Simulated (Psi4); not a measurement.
# Single-point calculation of PNH₄

The run: single-point calculation of PNH₄, SMILES N=[PH3]. Method and program: OMP2/cc-pwCVDZ, RHF (Psi4 1.11).

The geometry comes from this level: GFN2-xTB.

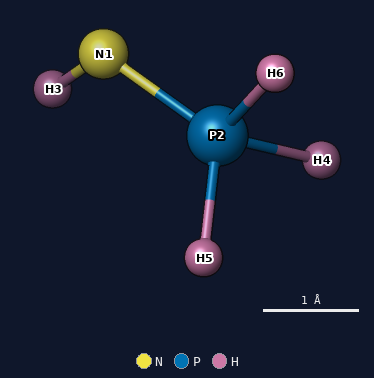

**Figure 1.** The input geometry (ball-and-stick view, seen at a tilt; atoms are numbered from 1 in the order of the input). Bond lengths as drawn: H–N 1.01 Å, H–P 1.38 to 1.40 Å and N–P 1.54 Å.

Input file (run.py)
```python
import numpy as np
from ase.calculators.psi4 import Psi4
from ase import Atoms

a = Atoms(['N', 'P', 'H', 'H', 'H', 'H'], positions=[
    [0.614450, -0.712610, 0.868100],
    [-0.156770, 0.225050, -0.081540],
    [1.035260, -1.519270, 0.433750],
    [-1.299680, -0.179570, -0.781270],
    [0.465280, 0.930830, -1.118320],
    [-0.658550, 1.255570, 0.679280],
])
calc = Psi4(atoms=a, method='omp2', basis='cc-pwCVDZ', memory='1600MB', num_threads=1, charge=0, multiplicity=1, label='h4np', reference='rhf')
calc.psi4.set_options({'scf_type': 'df', 'mp2_type': 'df'})
a.calc = calc

print(f'energy: {a.get_potential_energy():.6f} eV')
```

Launch command:
```bash
python run.py
```

The program's output
```
For method 'OMP2', SCF Algorithm Type (re)set to DISK_DF.

   => Loading Basis Set <=

    Name: CC-PWCVDZ
    Role: ORBITAL
    Keyword: BASIS

         ---------------------------------------------------------
                                   SCF
                              RHF Reference
                        1 Threads,   1525 MiB Core
         ---------------------------------------------------------

  ==> Geometry <==

    Molecular point group: c1
    Full point group: C1

    Geometry (in Angstrom), charge = 0, multiplicity = 1:

       Center              X                  Y                   Z               Mass
    ------------   -----------------  -----------------  -----------------  -----------------
         N            0.547376224623    -0.661257093024     0.687767634191    14.003074004430
         P           -0.223843775377     0.276402906976    -0.261872365809    30.973761998420
         H            0.968186224623    -1.467917093024     0.253417634191     1.007825032230
         H           -1.366753775377    -0.128217093024    -0.961602365809     1.007825032230
         H            0.398206224623     0.982182906976    -1.298652365809     1.007825032230
         H           -0.725623775377     1.306922906976     0.498947634191     1.007825032230

  Running in c1 symmetry.

  Rotational constants: A =      3.18185  B =      0.53889  C =      0.52543 [cm^-1]
  Rotational constants: A =  95389.37926  B =  16155.61816  C =  15752.02553 [MHz]
  Nuclear repulsion =   66.191009531758780

  Charge       = 0
  Multiplicity = 1
  Electrons    = 26
  Nalpha       = 13
  Nbeta        = 13

  ==> Algorithm <==

  SCF Algorithm Type is DISK_DF.
  DIIS enabled.
  MOM disabled.
  Fractional occupation disabled.
  Guess Type is SAD.
  Energy threshold   = 1.00e-08
  Density threshold  = 1.00e-08
  Integral threshold = 1.00e-12

  ==> Primary Basis <==

  Basis Set: CC-PWCVDZ
    Blend: CC-PWCVDZ
    Number of shells: 31
    Number of basis functions: 65
    Number of Cartesian functions: 68
    Spherical Harmonics?: true
    Max angular momentum: 2

   => Loading Basis Set <=

    Name: (CC-PWCVDZ AUX)
    Role: JKFIT
    Keyword: DF_BASIS_SCF

  ==> Integral Setup <==

  ==> DiskDFJK: Density-Fitted J/K Matrices <==

    J tasked:                  Yes
    K tasked:                  Yes
    wK tasked:                  No
    Integrals threads:           1
    Memory [MiB]:             1144
    Algorithm:                Core
    Integral Cache:           SAVE
    Schwarz Cutoff:          1E-12
    Fitting Condition:       1E-10

   => Auxiliary Basis Set <=

  Basis Set: (CC-PWCVDZ AUX)
    Blend: CC-PVDZ-JKFIT
    Number of shells: 96
    Number of basis functions: 274
    Number of Cartesian functions: 311
    Spherical Harmonics?: true
    Max angular momentum: 3

  Minimum eigenvalue in the overlap matrix is 1.2025447737E-02.
  Reciprocal condition number of the overlap matrix is 2.8436244548E-03.
    Using symmetric orthogonalization.

  ==> Pre-Iterations <==

  SCF Guess: Superposition of Atomic Densities via on-the-fly atomic UHF (no occupation information).

   -------------------------
    Irrep   Nso     Nmo
   -------------------------
     A         65      65
   -------------------------
    Total      65      65
   -------------------------

  ==> Iterations <==

                           Total Energy        Delta E     RMS |[F,P]|

   @DF-RHF iter SAD:  -397.22076908867712   -3.97221e+02   0.00000e+00
   @DF-RHF iter   1:  -397.31772284762610   -9.69538e-02   8.21339e-03 ADIIS/DIIS
   @DF-RHF iter   2:  -397.40173782426189   -8.40150e-02   5.72944e-03 ADIIS/DIIS
   @DF-RHF iter   3:  -397.46265447600058   -6.09167e-02   6.82414e-04 ADIIS/DIIS
   @DF-RHF iter   4:  -397.46422179369085   -1.56732e-03   1.54379e-04 ADIIS/DIIS
   @DF-RHF iter   5:  -397.46432895125787   -1.07158e-04   3.22895e-05 DIIS
   @DF-RHF iter   6:  -397.46433511616209   -6.16490e-06   8.87519e-06 DIIS
   @DF-RHF iter   7:  -397.46433567000463   -5.53843e-07   2.95542e-06 DIIS
   @DF-RHF iter   8:  -397.46433574011957   -7.01149e-08   6.87673e-07 DIIS
   @DF-RHF iter   9:  -397.46433574395780   -3.83824e-09   2.13759e-07 DIIS
   @DF-RHF iter  10:  -397.46433574436435   -4.06544e-10   6.11686e-08 DIIS
   @DF-RHF iter  11:  -397.46433574440340   -3.90514e-11   1.16030e-08 DIIS
   @DF-RHF iter  12:  -397.46433574440402   -6.25278e-13   1.89454e-09 DIIS
  Energy and wave function converged.

  ==> Post-Iterations <==

    Orbital Energies [Eh]
    ---------------------

    Doubly Occupied:

       1A    -80.011717     2A    -15.487251     3A     -7.548139
       4A     -5.444648     5A     -5.444213     6A     -5.443967
       7A     -1.120373     8A     -0.847016     9A     -0.624404
      10A     -0.578128    11A     -0.555267    12A     -0.402494
      13A     -0.356912

    Virtual:

      14A      0.164230    15A      0.176400    16A      0.213317
      17A      0.230832    18A      0.272183    19A      0.429747
      20A      0.438469    21A      0.560165    22A      0.616294
      23A      0.651623    24A      0.678247    25A      0.691399
      26A      0.710822    27A      0.799935    28A      0.895355
      29A      0.999174    30A      1.087074    31A      1.093559
      32A      1.170662    33A      1.215108    34A      1.363636
      35A      1.441753    36A      1.480068    37A      1.546737
      38A      1.587286    39A      1.608002    40A      1.785538
      41A      1.829434    42A      1.830743    43A      1.966810
      44A      2.247247    45A      2.312443    46A      2.313288
      47A      2.418000    48A      2.436281    49A      2.589592
      50A      2.641253    51A      2.887076    52A      3.270417
      53A      4.687855    54A      4.722176    55A      4.784806
      56A      4.822144    57A      4.827687    58A      6.320843
      59A      6.367367    60A      6.633026    61A     13.351063
      62A     14.763679    63A     15.007586    64A     15.541899
      65A     16.979649

    Final Occupation by Irrep:
              A
    DOCC [    13 ]
    NA   [    13 ]
    NB   [    13 ]

  @DF-RHF Final Energy:  -397.46433574440402

   => Energetics <=

    Nuclear Repulsion Energy =             66.1910095317587803
    One-Electron Energy =                -679.5816357312158971
    Two-Electron Energy =                 215.9262904550530777
    Total Energy =                       -397.4643357444040248

Computation Completed

Properties will be evaluated at   0.000000,   0.000000,   0.000000 [a0]

Properties computed using the SCF density matrix

 Multipole Moments:

 ------------------------------------------------------------------------------------
     Multipole            Electronic (a.u.)      Nuclear  (a.u.)        Total (a.u.)
 ------------------------------------------------------------------------------------

 L = 1.  Multiply by 2.5417464519 to convert [e a0] to [Debye]
 Dipole X            :          0.0109733           -0.4762264           -0.4652531
 Dipole Y            :          0.0100884            0.3972499            0.4073382
 Dipole Z            :          0.0942201           -1.1746566           -1.0804365
 Magnitude           :                                                    1.2448806

 ------------------------------------------------------------------------------------

	total time  =          0 seconds =       0.00 minutes
  Constructing Basis Sets for DFOCC...

   => Loading Basis Set <=

    Name: (CC-PWCVDZ AUX)
    Role: JKFIT
    Keyword: DF_BASIS_SCF

   => Loading Basis Set <=

    Name: (CC-PWCVDZ AUX)
    Role: RIFIT
    Keyword: DF_BASIS_CC

  Module DFOCC Options:
  ----------------------------------------------------------------------------
  ACTIVE                        => (empty)
  BASIS_RELATIVISTIC            => (empty)
  BENCH                         => (empty)
  CC_DIIS_MAX_VECS              => (empty)
  CC_DIIS_MIN_VECS              => (empty)
  CC_LAMBDA                     => (empty)
  CC_MAXITER                    => (empty)
  CC_TYPE                       => (empty)
  CHOLESKY                      => FALSE           !
  CHOLESKY_TOLERANCE            => (empty)
  CI_TYPE                       => (empty)
  COMPUT_S2                     => (empty)
  CUBEPROP_BASIS_FUNCTIONS      => (empty)
  CUBEPROP_FILEPATH             => (empty)
  CUBEPROP_ISOCONTOUR_THRESHOLD => (empty)
  CUBEPROP_ORBITALS             => (empty)
  CUBEPROP_TASKS                => (empty)
  CUBIC_BASIS_TOLERANCE         => (empty)
  CUBIC_BLOCK_MAX_POINTS        => (empty)
  CUBIC_GRID_OVERAGE            => (empty)
  CUBIC_GRID_SPACING            => (empty)
  CUTOFF                        => (empty)
  DDX                           => (empty)
  DEBUG                         => (empty)
  DERTYPE                       => (empty)
  DF_BASIS_CC                   => (empty)
  DIE_IF_NOT_CONVERGED          => (empty)
  DKH_ORDER                     => (empty)
  DOCC                          => (empty)
  DO_DIIS                       => (empty)
  DO_LEVEL_SHIFT                => (empty)
  DO_SCS                        => FALSE           !
  DO_SOS                        => FALSE           !
  E3_SCALE                      => (empty)
  EKT_IP                        => (empty)
  EXTERNAL_POTENTIAL_SYMMETRY   => (empty)
  E_CONVERGENCE                 => 1e-06           !
  FREEZE_CORE                   => (empty)
  FREEZE_CORE_POLICY            => (empty)
  FROZEN_DOCC                   => (empty)
  FROZEN_UOCC                   => (empty)
  HESS_TYPE                     => (empty)
  INTEGRAL_CUTOFF               => (empty)
  INTEGRAL_PACKAGE              => (empty)
  LEVEL_SHIFT                   => (empty)
  LINEQ_SOLVER                  => (empty)
  LITERAL_CFOUR                 => (empty)
  LS_THC_BASIS_TOLERANCE        => (empty)
  LS_THC_DF                     => (empty)
  LS_THC_PRUNING_SCHEME         => (empty)
  LS_THC_RADIAL_POINTS          => (empty)
  LS_THC_SPHERICAL_POINTS       => (empty)
  LS_THC_S_EPSILON              => (empty)
  LS_THC_WEIGHTS_TOLERANCE      => (empty)
  MAT_NUM_COLUMN_PRINT          => (empty)
  MAX_MOGRAD_CONVERGENCE        => (empty)
  MAX_RADIAL_MOMENT             => (empty)
  MBIS_D_CONVERGENCE            => (empty)
  MBIS_MAXITER                  => (empty)
  MBIS_PRUNING_SCHEME           => (empty)
  MBIS_RADIAL_POINTS            => (empty)
  MBIS_SPHERICAL_POINTS         => (empty)
  MOLDEN_WITH_VIRTUAL           => (empty)
  MOLDEN_WRITE                  => (empty)
  MO_DIIS_NUM_VECS              => (empty)
  MO_MAXITER                    => (empty)
  MO_STEP_MAX                   => (empty)
  MP2_AMP_TYPE                  => (empty)
  MP2_OS_SCALE                  => (empty)
  MP2_SOS_SCALE                 => (empty)
  MP2_SOS_SCALE2                => (empty)
  MP2_SS_SCALE                  => (empty)
  MP2_TYPE                      => DF              !
  MP_TYPE                       => (empty)
  NAT_ORBS                      => FALSE           !
  NUM_FROZEN_DOCC               => (empty)
  NUM_FROZEN_UOCC               => (empty)
  NUM_GPUS                      => (empty)
  OCC_ORBS_PRINT                => (empty)
  OEPROP                        => (empty)
  OO_SCALE                      => (empty)
  OPT_METHOD                    => (empty)
  ORBITAL_OPTIMIZER_PACKAGE     => (empty)
  ORB_OPT                       => TRUE            !
  ORB_RESP_SOLVER               => (empty)
  ORTH_TYPE                     => (empty)
  PARENT_SYMMETRY               => (empty)
  PCG_BETA_TYPE                 => (empty)
  PCG_CONVERGENCE               => (empty)
  PCG_MAXITER                   => (empty)
  PCM                           => (empty)
  PE                            => (empty)
  PPL_TYPE                      => (empty)
  PRINT                         => (empty)
  PRINT_NOONS                   => (empty)
  PROPERTIES                    => (empty)
  PROPERTIES_ORIGIN             => (empty)
  PUREAM                        => (empty)
  QCHF                          => (empty)
  QC_MODULE                     => (empty)
  RAS1                          => (empty)
  RAS2                          => (empty)
  RAS3                          => (empty)
  RAS4                          => (empty)
  READ_SCF_3INDEX               => (empty)
  REGULARIZATION                => (empty)
  REG_PARAM                     => (empty)
  RELATIVISTIC                  => (empty)
  REMP_A                        => (empty)
  RESTRICTED_DOCC               => (empty)
  RESTRICTED_UOCC               => (empty)
  RMS_MOGRAD_CONVERGENCE        => (empty)
  R_CONVERGENCE                 => (empty)
  SCF_TYPE                      => DISK_DF         !
  SCREENING                     => (empty)
  SCS_TYPE                      => (empty)
  SOCC                          => (empty)
  SOS_TYPE                      => (empty)
  TRIPLES_IABC_TYPE             => (empty)
  WFN                           => (empty)
  WFN_TYPE                      => DF-OMP2         !
  WRITER_FILE_LABEL             => (empty)
  ZORA_BASIS_TOLERANCE          => (empty)
  ZORA_NR_DEBUG                 => (empty)
  ZORA_PRUNING_SCHEME           => (empty)
  ZORA_RADIAL_POINTS            => (empty)
  ZORA_SPHERICAL_POINTS         => (empty)

	Warning: cc_lambda option is changed to TRUE
	For this residual convergence, default PCG convergence is:     1.00e-07
	For this energy convergence, default RMS orbital gradient is:     3.16e-07
	For this energy convergence, default MAX orbital gradient is:     2.00e-06

 ==============================================================================
 ==============================================================================
 ==============================================================================

                      DF-OMP2 (DF-OO-MP2)

 ==============================================================================
 ==============================================================================
 ==============================================================================

	MO Hessian type is changed to 'HF'
	MO spaces...

	 FC   OCC   VIR   FV
	----------------------
	  0   13    52    0
	Reading DF integrals from disk ...
	Number of basis functions in the DF-HF basis: 274
	Number of basis functions in the DF-CC basis: 243

	Minimum required memory for amplitudes:     10.46 MB

	Computing DF-MP2 energy using SCF MOs (Canonical DF-MP2)...
	=======================================================================
	Nuclear Repulsion Energy (a.u.)    :    66.19100953175878
	DF-HF Energy (a.u.)                :  -397.46433574440402
	REF Energy (a.u.)                  :  -397.46433574440402
	DF-MP2 Correlation Energy (a.u.)   :    -0.48757010996156
	DF-MP2 Total Energy (a.u.)         :  -397.95190585436558
	=======================================================================

	Number of independent-pairs: 676

 ==============================================================================
 ================ Performing DF-OMP2 iterations... ============================
 ==============================================================================
	            Minimizing DF-MP2-L Functional
	            ------------------------------
 Iter       E_total           DE           RMS MO Grad      MAX MO Grad      RMS T2
 ----    ---------------    ----------     -----------      -----------     ----------
	successfully fired up coupled DIIS...
   1     -397.9575565245     -5.65e-03       4.82e-04         4.60e-03        2.52e-05
   2     -397.9576502530     -9.37e-05       7.51e-05         7.91e-04        3.95e-06
   3     -397.9576532601     -3.01e-06       4.12e-06         4.56e-05        2.39e-07
   4     -397.9576532691     -9.04e-09       2.57e-07         2.04e-06        1.34e-08
   5     -397.9576532691     -3.50e-11       3.78e-08         3.69e-07        2.21e-09

 ==============================================================================
 ======================== DF-OMP2 ITERATIONS ARE CONVERGED ====================
 ==============================================================================

	Computing MP2 energy using optimized MOs...
	=======================================================================
	Nuclear Repulsion Energy (a.u.)    :    66.19100953175878
	DF-HF Energy (a.u.)                :  -397.46433574440402
	REF Energy (a.u.)                  :  -397.45791918943036
	DF-MP2 Correlation Energy (a.u.)   :    -0.49331752512018
	DF-MP2 Total Energy (a.u.)         :  -397.95765326952420
	=======================================================================

	=======================================================================
	================ DF-OMP2 FINAL RESULTS ================================
	=======================================================================
	Nuclear Repulsion Energy (a.u.)    :    66.19100953175878
	DF-HF Energy (a.u.)                :  -397.46433574440402
	REF Energy (a.u.)                  :  -397.45791918943036
	DF-OMP2 Correlation Energy (a.u.)  :    -0.49331752472341
	Edfomp2 - Eref (a.u.)              :    -0.49973407969708
	DF-OMP2 Total Energy (a.u.)        :  -397.95765326912743
	=======================================================================

	total time  =          2 seconds =       0.03 minutes
```

Standard output
```
energy: -10828.979324 eV
```

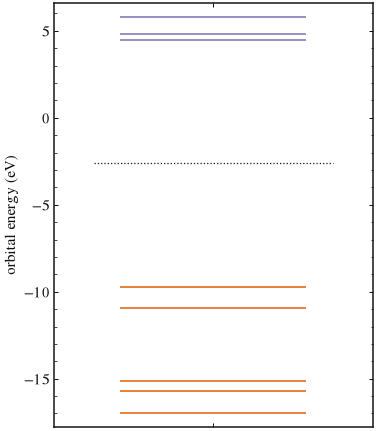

**Figure 2.** Orbital energies near the frontier (SCF reference); the dotted line parts filled from empty levels, and levels within 0.02 eV of each other stand side by side. Highest filled −9.71 eV, lowest empty 4.47 eV, 14.18 eV apart.

Results in brief

| quantity | value |
| --- | --- |
| outcome | converged |
| total energy | −397.957653 hartree |
| SCF energy | −397.464336 hartree |
| MP2 energy | −397.951906 hartree |
| correlation energy | −0.493318 hartree |
| basis functions | 65 |
| HOMO of the SCF reference | −9.71 eV |
| LUMO of the SCF reference | 4.47 eV |
| hardware | 1 thread of Intel Xeon (Granite Rapids), 192 GiB of memory available, shared host |
| wall time | 3.6 s |
| peak memory | 0.3 GiB |
